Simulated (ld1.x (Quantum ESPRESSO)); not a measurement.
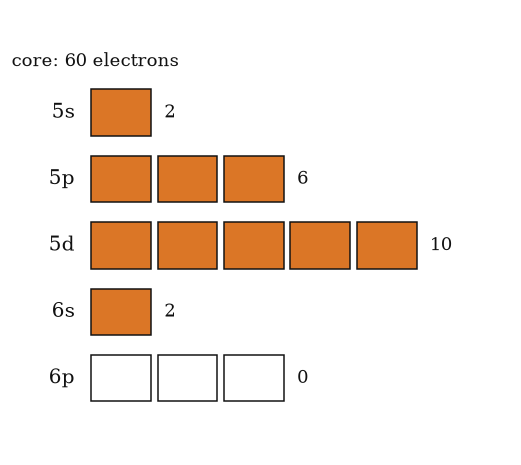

Figure 1. The valence shells of the reference configuration: a box for each of the 2l + 1 orbitals, shaded by the share of the shell that is filled, with the electron count at the right. The shells are those of the unaltered input.

Pseudopotential generation for Hg

Mercury (Hg, Z = 80), core [Kr] 4d10 4f14, reference valence 5s2 5p6 5d10 6s2 6p0, valence charge 20. (This line and the method describe the unaltered input from which the odd one was made.) Computed at this level: TM potential, PBE, fully relativistic, made with ld1.x (Quantum ESPRESSO) 7.5.

What the run reported:

- outcome: generated; the pseudo-atom misses its reference levels by up to 12.83 eV (5s); ld1.x warns of wrong node counts
- reference test: the pseudo-atom misses its own reference levels by up to 12.83 eV
- hardware: 1 CPU thread, shared host
- wall time: 1.4 s

What is odd here:

The input is odd on purpose: threshold tr2=1e-8. The program ran to the end. The all-electron total energy moves by −0.00031 Ry against the unaltered input (−39324.3223 Ry), a numerical error of the setting. The pseudo-atom misses the all-electron 5s level by 0.943 Ry, much as with the unaltered input. In the reference test the empty 6p level comes out at −0.067 Ry against −0.114 Ry all-electron. No test for ghost states or cutoffs was run on this potential, so its soundness isn't shown. ld1.x warns that it found 1 node in place of 0 for 5p, 2 nodes in place of 1 for the s state with pseudo n = 2 and 1 node in place of 0 for 5d. It picks states by counting nodes, so it can end on another state than the one meant. In the reference test 5p misses its all-electron level by 0.920 Ry.

The input:
```
 &input
   title='Hg', zed=80., rel=2, dft='PBE', iswitch=3, tr2=1e-8,
   config='[Xe] 4f14 5d10 6s2 6p0', rel_dist='average',
   nld=5, rlderiv=1.75, eminld=-11.0, emaxld=5.0, deld=0.04
 /
 &inputp
   pseudotype=2, tm=.true., lloc=0,
   nlcc=.true., rcore=1.05,
   file_pseudopw='Hg.UPF', file_wfcaegen='ae.wfc', file_wfcncgen='nc.wfc', file_beta='beta', file_chi='chi'
 /
3
5P  2  1   6.00   0.00  1.40  1.40  0.0
5D  3  2  10.00   0.00  1.60  1.60  0.0
5S  1  0   2.00   0.00  1.50  1.50  0.0
 &test
   configts(1)='5s2 5p6 5d10 6s2 6p0'
 /
```

Launched with:
```bash
ld1.x < Hg.in > Hg.out
```

Output:
```
     Program LD1 v.7.5
     --------------------------- All-electron run ----------------------------

     Hg
     dirac relativistic calculation

     atomic number is 80.00
     dft =PBE   lsd =0 sic =0 latt =0  beta=0.20 tr2=1.0E-08
     Exchange-correlation= PBE
                           (   1   4   3   4   0   0   0)
     mesh =1279 r(mesh) =  98.78773 a.u. xmin = -7.00 dx = 0.01250
     1 Ry =  13.60569312 eV, c = 137.03599908

     n l j   nl                  e(Ry)          e(Ha)          e(eV)
     Spin orbit split results
     1 0 0.5 1S 1( 2.00)     -6103.9315     -3051.9658    -83048.2192
     2 0 0.5 2S 1( 2.00)     -1080.8901      -540.4451    -14706.2591
     2 1 0.5 2P 1( 2.00)     -1036.8536      -518.4268    -14107.1123
     2 1 1.5 2P 1( 4.00)      -893.6722      -446.8361    -12159.0300
     3 0 0.5 3S 1( 2.00)      -256.4665      -128.2332     -3489.4038
     3 1 0.5 3P 1( 2.00)      -236.6781      -118.3390     -3220.1693
     3 1 1.5 3P 1( 4.00)      -204.9623      -102.4811     -2788.6537
     4 0 0.5 4S 1( 2.00)       -56.3872       -28.1936      -767.1874
     4 1 0.5 4P 1( 2.00)       -47.9099       -23.9550      -651.8481
     4 1 1.5 4P 1( 4.00)       -40.2521       -20.1261      -547.6584
     3 2 1.5 3D 1( 4.00)      -172.2892       -86.1446     -2344.1139
     3 2 2.5 3D 1( 6.00)      -165.4954       -82.7477     -2251.6792
     5 0 0.5 5S 1( 2.00)        -8.6642        -4.3321      -117.8825
     5 1 0.5 5P 1( 2.00)        -5.8706        -2.9353       -79.8737
     5 1 1.5 5P 1( 4.00)        -4.5280        -2.2640       -61.6066
     4 2 1.5 4D 1( 4.00)       -26.4216       -13.2108      -359.4837
     4 2 2.5 4D 1( 6.00)       -24.9943       -12.4971      -340.0642
     4 3 2.5 4F 1( 6.00)        -7.1989        -3.5995       -97.9463
     4 3 3.5 4F 1( 8.00)        -6.8908        -3.4454       -93.7539
     5 2 1.5 5D 1( 4.00)        -0.8080        -0.4040       -10.9938
     5 2 2.5 5D 1( 6.00)        -0.6732        -0.3366        -9.1591
     6 0 0.5 6S 1( 2.00)        -0.5019        -0.2509        -6.8282
     6 1 0.5 6P 1( 0.00)        -0.1142        -0.0571        -1.5533
     6 1 1.5 6P 1( 0.00)        -0.0661        -0.0330        -0.8990
     Averaged results
     1 0     1S 1( 2.00)     -6103.9315     -3051.9658    -83048.2192
     2 0     2S 1( 2.00)     -1080.8901      -540.4451    -14706.2591
     2 1     2P 1( 6.00)      -941.3994      -470.6997    -12808.3908
     3 0     3S 1( 2.00)      -256.4665      -128.2332     -3489.4038
     3 1     3P 1( 6.00)      -215.5342      -107.7671     -2932.4923
     4 0     4S 1( 2.00)       -56.3872       -28.1936      -767.1874
     4 1     4P 1( 6.00)       -42.8047       -21.4024      -582.3883
     3 2     3D 1(10.00)      -168.2129       -84.1064     -2288.6531
     5 0     5S 1( 2.00)        -8.6642        -4.3321      -117.8825
     5 1     5P 1( 6.00)        -4.9755        -2.4878       -67.6956
     4 2     4D 1(10.00)       -25.5652       -12.7826      -347.8320
     4 3     4F 1(14.00)        -7.0228        -3.5114       -95.5507
     5 2     5D 1(10.00)        -0.7271        -0.3636        -9.8930
     6 0     6S 1( 2.00)        -0.5019        -0.2509        -6.8282
     6 1     6P 1( 0.00)        -0.0821        -0.0411        -1.1171

     final scf error:  8.5E-09 reached in  15 iterations

     Etot =  -39324.322586 Ry,  -19662.161293 Ha, -535034.665374 eV

     Ekin =   45389.493966 Ry,   22694.746983 Ha,  617555.525903 eV
     Encl =  -99236.087129 Ry,  -49618.043565 Ha,-1350175.748210 eV
     Eh   =   15269.734293 Ry,    7634.867146 Ha,  207755.318857 eV
     Exc  =    -747.463715 Ry,    -373.731857 Ha,  -10169.761924 eV

     normalization and overlap integrals

     s(1S/1S) =  1.000000  <r> =   0.0166  <r2> =    0.0004  r(max) =   0.0102
     s(2S/2S) =  1.000000  <r> =   0.0692  <r2> =    0.0057  r(max) =   0.0589
     s(2P/2P) =  1.000000  <r> =   0.0569  <r2> =    0.0041  r(max) =   0.0442
     s(2P/2P) =  1.000000  <r> =   0.0656  <r2> =    0.0052  r(max) =   0.0513
     s(3S/3S) =  1.000000  <r> =   0.1801  <r2> =    0.0372  r(max) =   0.1662
     s(3P/3P) =  1.000000  <r> =   0.1704  <r2> =    0.0339  r(max) =   0.1561
     s(3P/3P) =  1.000000  <r> =   0.1863  <r2> =    0.0403  r(max) =   0.1704
     s(4S/4S) =  1.000000  <r> =   0.3990  <r2> =    0.1799  r(max) =   0.3746
     s(4P/4P) =  1.000000  <r> =   0.4011  <r2> =    0.1833  r(max) =   0.3746
     s(4P/4P) =  1.000000  <r> =   0.4353  <r2> =    0.2154  r(max) =   0.4037
     s(3D/3D) =  1.000000  <r> =   0.1621  <r2> =    0.0309  r(max) =   0.1327
     s(3D/3D) =  1.000000  <r> =   0.1670  <r2> =    0.0326  r(max) =   0.1378
     s(5S/5S) =  1.000000  <r> =   0.9023  <r2> =    0.9136  r(max) =   0.8336
     s(5P/5P) =  1.000000  <r> =   0.9722  <r2> =    1.0682  r(max) =   0.8763
     s(5P/5P) =  1.000000  <r> =   1.0694  <r2> =    1.2943  r(max) =   0.9565
     s(4D/4D) =  1.000000  <r> =   0.4425  <r2> =    0.2264  r(max) =   0.3987
     s(4D/4D) =  1.000000  <r> =   0.4536  <r2> =    0.2377  r(max) =   0.4088
     s(4F/4F) =  1.000000  <r> =   0.4793  <r2> =    0.2773  r(max) =   0.3653
     s(4F/4F) =  1.000000  <r> =   0.4860  <r2> =    0.2852  r(max) =   0.3699
     s(5D/5D) =  1.000000  <r> =   1.4596  <r2> =    2.5380  r(max) =   1.1394
     s(5D/5D) =  1.000000  <r> =   1.5303  <r2> =    2.8074  r(max) =   1.1829
     s(6S/6S) =  1.000000  <r> =   2.6976  <r2> =    8.3858  r(max) =   2.2100
     s(6P/6P) =  1.000000  <r> =   4.0162  <r2> =   19.4244  r(max) =   2.9461
     s(6P/6P) =  1.000000  <r> =   4.8252  <r2> =   28.2482  r(max) =   3.5095

     ------------------------ End of All-electron run ------------------------

     --------------------- Generating NC pseudopotential ---------------------

      Generating local pot.: lloc=0, matching radius rcloc =   1.5000

      Computing core charge for nlcc:

       r > 1.06 : true rho core
       r < 1.06 : rho core = a sin(br)/r    a=   5.33  b=   2.63

      Integrated core pseudo-charge :   4.52

     Fully relativistic calculation: |psi|^2

     Wfc 5P LC norm =  0.99946380 SC norm =  0.00053587 missing  0.00000033

     Wfc 5P LC norm =  0.99954916 SC norm =  0.00044883 missing  0.00000201

     Wfc 5D LC norm =  0.99974882 SC norm =  0.00025111 missing  0.00000007

     Wfc 5D LC norm =  0.99976931 SC norm =  0.00021970 missing  0.00001098

      Wfc   5P  rcut= 1.409  Using Troullier-Martins method

      Wfc   5P  rcut= 1.409  Using Troullier-Martins method

      Wfc   5D  rcut= 1.597  Using Troullier-Martins method

      Wfc   5D  rcut= 1.597  Using Troullier-Martins method

     ------------------- End of pseudopotential generation -------------------

     --------------------------- All-electron run ----------------------------

     Hg
     dirac relativistic calculation

     atomic number is 80.00
     dft =PBE   lsd =0 sic =0 latt =0  beta=0.20 tr2=1.0E-08
     Exchange-correlation= PBE
                           (   1   4   3   4   0   0   0)
     mesh =1279 r(mesh) =  98.78773 a.u. xmin = -7.00 dx = 0.01250
     1 Ry =  13.60569312 eV, c = 137.03599908

     n l j   nl                  e(Ry)          e(Ha)          e(eV)
     Spin orbit split results
     1 0 0.5 1S 1( 2.00)     -6103.9315     -3051.9658    -83048.2192
     2 0 0.5 2S 1( 2.00)     -1080.8901      -540.4451    -14706.2591
     2 1 0.5 2P 1( 2.00)     -1036.8536      -518.4268    -14107.1123
     2 1 1.5 2P 1( 4.00)      -893.6722      -446.8361    -12159.0300
     3 0 0.5 3S 1( 2.00)      -256.4665      -128.2332     -3489.4038
     3 1 0.5 3P 1( 2.00)      -236.6781      -118.3390     -3220.1693
     3 1 1.5 3P 1( 4.00)      -204.9623      -102.4811     -2788.6537
     4 0 0.5 4S 1( 2.00)       -56.3872       -28.1936      -767.1874
     4 1 0.5 4P 1( 2.00)       -47.9099       -23.9550      -651.8481
     4 1 1.5 4P 1( 4.00)       -40.2521       -20.1261      -547.6584
     3 2 1.5 3D 1( 4.00)      -172.2892       -86.1446     -2344.1139
     3 2 2.5 3D 1( 6.00)      -165.4954       -82.7477     -2251.6792
     5 0 0.5 5S 1( 2.00)        -8.6642        -4.3321      -117.8825
     5 1 0.5 5P 1( 2.00)        -5.8706        -2.9353       -79.8737
     5 1 1.5 5P 1( 4.00)        -4.5280        -2.2640       -61.6066
     4 2 1.5 4D 1( 4.00)       -26.4216       -13.2108      -359.4837
     4 2 2.5 4D 1( 6.00)       -24.9943       -12.4971      -340.0642
     4 3 2.5 4F 1( 6.00)        -7.1989        -3.5995       -97.9463
     4 3 3.5 4F 1( 8.00)        -6.8908        -3.4454       -93.7539
     5 2 1.5 5D 1( 4.00)        -0.8080        -0.4040       -10.9938
     5 2 2.5 5D 1( 6.00)        -0.6732        -0.3366        -9.1591
     6 0 0.5 6S 1( 2.00)        -0.5019        -0.2509        -6.8282
     6 1 0.5 6P 1( 0.00)        -0.1142        -0.0571        -1.5533
     6 1 1.5 6P 1( 0.00)        -0.0661        -0.0330        -0.8990
     Averaged results
     1 0     1S 1( 2.00)     -6103.9315     -3051.9658    -83048.2192
     2 0     2S 1( 2.00)     -1080.8901      -540.4451    -14706.2591
     2 1     2P 1( 6.00)      -941.3994      -470.6997    -12808.3908
     3 0     3S 1( 2.00)      -256.4665      -128.2332     -3489.4038
     3 1     3P 1( 6.00)      -215.5342      -107.7671     -2932.4923
     4 0     4S 1( 2.00)       -56.3872       -28.1936      -767.1874
     4 1     4P 1( 6.00)       -42.8047       -21.4024      -582.3883
     3 2     3D 1(10.00)      -168.2129       -84.1064     -2288.6531
     5 0     5S 1( 2.00)        -8.6642        -4.3321      -117.8825
     5 1     5P 1( 6.00)        -4.9755        -2.4878       -67.6956
     4 2     4D 1(10.00)       -25.5652       -12.7826      -347.8320
     4 3     4F 1(14.00)        -7.0228        -3.5114       -95.5507
     5 2     5D 1(10.00)        -0.7271        -0.3636        -9.8930
     6 0     6S 1( 2.00)        -0.5019        -0.2509        -6.8282
     6 1     6P 1( 0.00)        -0.0821        -0.0411        -1.1171

     final scf error:  8.5E-09 reached in  15 iterations

     Etot =  -39324.322586 Ry,  -19662.161293 Ha, -535034.665374 eV

     Ekin =   45389.493966 Ry,   22694.746983 Ha,  617555.525903 eV
     Encl =  -99236.087129 Ry,  -49618.043565 Ha,-1350175.748210 eV
     Eh   =   15269.734293 Ry,    7634.867146 Ha,  207755.318857 eV
     Exc  =    -747.463715 Ry,    -373.731857 Ha,  -10169.761924 eV

     normalization and overlap integrals

     s(1S/1S) =  1.000000  <r> =   0.0166  <r2> =    0.0004  r(max) =   0.0102
     s(2S/2S) =  1.000000  <r> =   0.0692  <r2> =    0.0057  r(max) =   0.0589
     s(2P/2P) =  1.000000  <r> =   0.0569  <r2> =    0.0041  r(max) =   0.0442
     s(2P/2P) =  1.000000  <r> =   0.0656  <r2> =    0.0052  r(max) =   0.0513
     s(3S/3S) =  1.000000  <r> =   0.1801  <r2> =    0.0372  r(max) =   0.1662
     s(3P/3P) =  1.000000  <r> =   0.1704  <r2> =    0.0339  r(max) =   0.1561
     s(3P/3P) =  1.000000  <r> =   0.1863  <r2> =    0.0403  r(max) =   0.1704
     s(4S/4S) =  1.000000  <r> =   0.3990  <r2> =    0.1799  r(max) =   0.3746
     s(4P/4P) =  1.000000  <r> =   0.4011  <r2> =    0.1833  r(max) =   0.3746
     s(4P/4P) =  1.000000  <r> =   0.4353  <r2> =    0.2154  r(max) =   0.4037
     s(3D/3D) =  1.000000  <r> =   0.1621  <r2> =    0.0309  r(max) =   0.1327
     s(3D/3D) =  1.000000  <r> =   0.1670  <r2> =    0.0326  r(max) =   0.1378
     s(5S/5S) =  1.000000  <r> =   0.9023  <r2> =    0.9136  r(max) =   0.8336
     s(5P/5P) =  1.000000  <r> =   0.9722  <r2> =    1.0682  r(max) =   0.8763
     s(5P/5P) =  1.000000  <r> =   1.0694  <r2> =    1.2943  r(max) =   0.9565
     s(4D/4D) =  1.000000  <r> =   0.4425  <r2> =    0.2264  r(max) =   0.3987
     s(4D/4D) =  1.000000  <r> =   0.4536  <r2> =    0.2377  r(max) =   0.4088
     s(4F/4F) =  1.000000  <r> =   0.4793  <r2> =    0.2773  r(max) =   0.3653
     s(4F/4F) =  1.000000  <r> =   0.4860  <r2> =    0.2852  r(max) =   0.3699
     s(5D/5D) =  1.000000  <r> =   1.4596  <r2> =    2.5380  r(max) =   1.1394
     s(5D/5D) =  1.000000  <r> =   1.5303  <r2> =    2.8074  r(max) =   1.1829
     s(6S/6S) =  1.000000  <r> =   2.6976  <r2> =    8.3858  r(max) =   2.2100
     s(6P/6P) =  1.000000  <r> =   4.0162  <r2> =   19.4244  r(max) =   2.9461
     s(6P/6P) =  1.000000  <r> =   4.8252  <r2> =   28.2482  r(max) =   3.5095

     ------------------------ End of All-electron run ------------------------

     Computing logarithmic derivative in   1.75373

       Warning: n=2, l=1 expected 0 nodes, found 1
       Setting wfc to zero for this iteration
       (This warning will only be printed once per wavefunction)

       Warning: n=2, l=0 expected 1 nodes, found 2
       Setting wfc to zero for this iteration
       (This warning will only be printed once per wavefunction)

       Warning: n=3, l=2 expected 0 nodes, found 1
       Setting wfc to zero for this iteration
       (This warning will only be printed once per wavefunction)

     Computing logarithmic derivative in   1.75373
     Computing the partial wave expansion
       no projector for channel:   0
     R is outside the sphere for l=    1 j= 0.50
     R is outside the sphere for l=    1 j= 1.50
     R is outside the sphere for l=    2 j= 1.50
     R is outside the sphere for l=    2 j= 2.50

     ---------------------- Testing the pseudopotential ----------------------

     Hg
     dirac relativistic calculation

     atomic number is 80.00   valence charge is 20.00
     dft =PBE   lsd =0 sic =0 latt =0  beta=0.20 tr2=1.0E-08
     mesh =1279 r(mesh) =  98.78773 xmin = -7.00 dx = 0.01250

     n l  j  nl             e AE (Ry)       e PS (Ry)    De AE-PS (Ry)
     1 0 0.5 5S   1( 2.00)       -8.66420       -9.60729        0.94309  !
     2 1 0.5 5P   1( 2.00)       -5.87061       -6.79022        0.91961  !
     2 1 1.5 5P   1( 4.00)       -4.52800       -5.43081        0.90281  !
     3 2 1.5 5D   1( 4.00)       -0.80803       -1.64370        0.83567  !
     3 2 2.5 5D   1( 6.00)       -0.67318       -1.49680        0.82361  !
     2 0 0.5 6S   1( 2.00)       -0.50186       -0.20773       -0.29414  !
     3 1 0.5 6P   1( 0.00)       -0.11417       -0.06730       -0.04686  !
     3 1 1.5 6P   1( 0.00)       -0.06608       -0.03987       -0.02621  !

     eps = 7.1E-09  iter = 35

     Etot =  -39324.322586 Ry,  -19662.161293 Ha, -535034.665374 eV
     Etotps =  -322.893434 Ry,    -161.446717 Ha,   -4393.188979 eV

     Ekin =      98.158952 Ry,      49.079476 Ha,    1335.520576 eV
     Encl =    -647.253619 Ry,    -323.626809 Ha,   -8806.334110 eV
     Ehrt =     254.950818 Ry,     127.475409 Ha,    3468.782595 eV
     Ecxc =     -35.136932 Ry,     -17.568466 Ha,    -478.062317 eV
     (Ecc =      -4.150332 Ry,      -2.075166 Ha,     -56.468139 eV)
     Epseu=       6.387347 Ry,       3.193673 Ha,      86.904276 eV

     ---------------------- End of pseudopotential test ----------------------
```
